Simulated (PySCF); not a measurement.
## Electronic structure of C$_{2}$H$_{11}$BOSi$_{2}$ in real space

```yaml
atoms:
  - { symbol: B, position_ang: [0.9841, 0.8201, 0.7128] }
  - { symbol: Si, position_ang: [2.0901, -0.5314, -0.2272] }
  - { symbol: Si, position_ang: [0.3241, -1.4795, -1.3955] }
  - { symbol: C, position_ang: [-0.9618, -0.2222, -0.6735] }
  - { symbol: O, position_ang: [-0.5390, 0.1351, 0.6533] }
  - { symbol: C, position_ang: [-1.4939, 0.9381, 1.3199] }
  - { symbol: H, position_ang: [1.1732, 0.9532, 1.8785] }
  - { symbol: H, position_ang: [0.8856, 1.8673, 0.1463] }
  - { symbol: H, position_ang: [3.1358, -0.1319, -1.1921] }
  - { symbol: H, position_ang: [2.7714, -1.6150, 0.5144] }
  - { symbol: H, position_ang: [0.0883, -1.3929, -2.8428] }
  - { symbol: H, position_ang: [-0.2478, -2.7879, -1.0428] }
  - { symbol: H, position_ang: [-1.9644, -0.6495, -0.5951] }
  - { symbol: H, position_ang: [-1.0392, 0.6800, -1.2901] }
  - { symbol: H, position_ang: [-1.6358, 1.8950, 0.8067] }
  - { symbol: H, position_ang: [-1.1283, 1.1254, 2.3279] }
  - { symbol: H, position_ang: [-2.4495, 0.4081, 1.3683] }
```

Geometry: GFN2-xTB.

The calculation used PBE0/pcSseg-1, SCF density, gas phase, non-relativistic in PySCF 2.14.0.

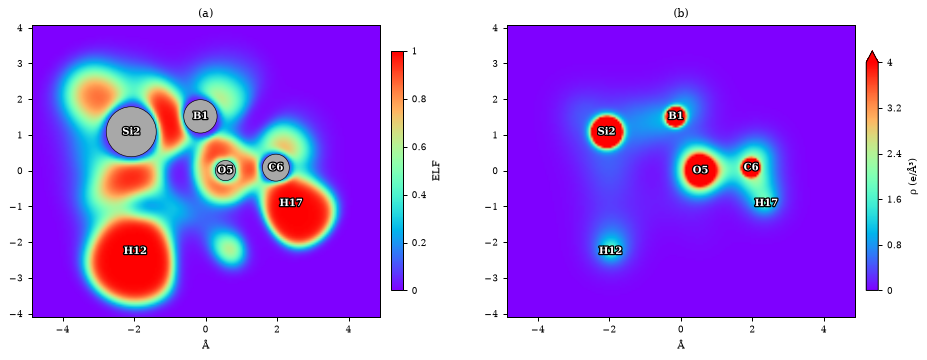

Figure 1. (a) electron localisation function; (b) electron density on the plane of atoms Si2, B1 and O5. Grey discs cover the atomic cores in the ELF map.

Q: Interpret the plot.

A:
- The plane passes through B, Si, O, C and H nuclei.
- C–O (1.41 Å): ρ is about 2 e/Å³ halfway, with its minimum of 1.7 e/Å³ about 0.5 Å from C; the ELF peaks at about 0.90 between the atoms: a shared but strongly polarised pair.
- B–O (1.67 Å): ρ is about 0.95 e/Å³ halfway; the ELF peaks at about 0.90 between the atoms; a shared but strongly polarised pair.
- Si–B (1.98 Å): ρ is about 0.8 e/Å³ halfway; the ELF peaks at about 1 between the atoms (localised, covalent bonding).
- C–H (1.09 Å): ρ is about 2 e/Å³ halfway; the ELF climbs to about 1 towards the hydrogen, as it does in any bond to H; a covalent bond by its length.

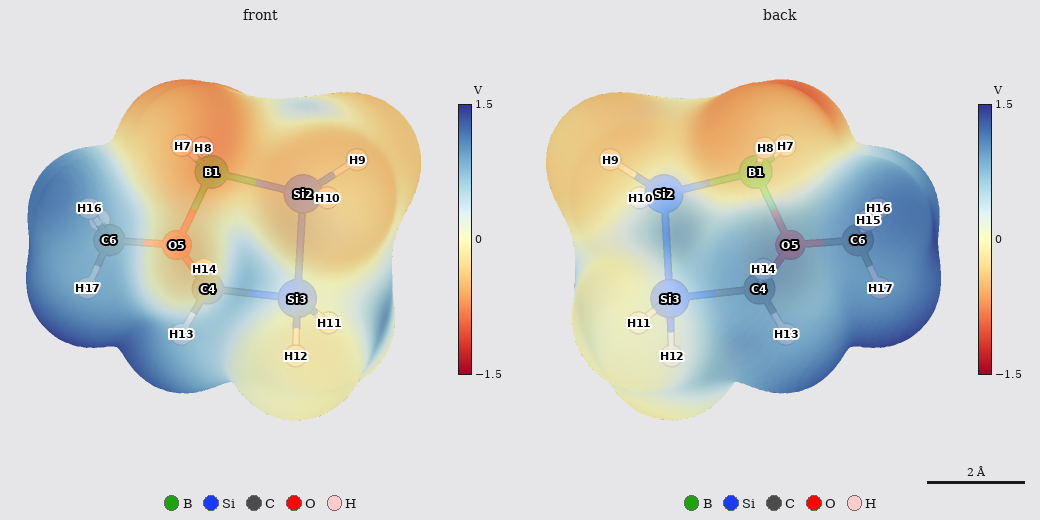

Figure 2. The molecular electrostatic potential painted on the density surface at 0.002 e/bohr³, seen from the front and from behind; red is negative and blue positive.

Q: Where is the surface potential most negative and most positive?

A: The most negative region (about −0.9 V) lies over H8, the most positive (about +1.4 V) over C6, H13 and H17.

Q: How polar is the molecule by this calculation?

A: Its dipole moment is 3.95 D.
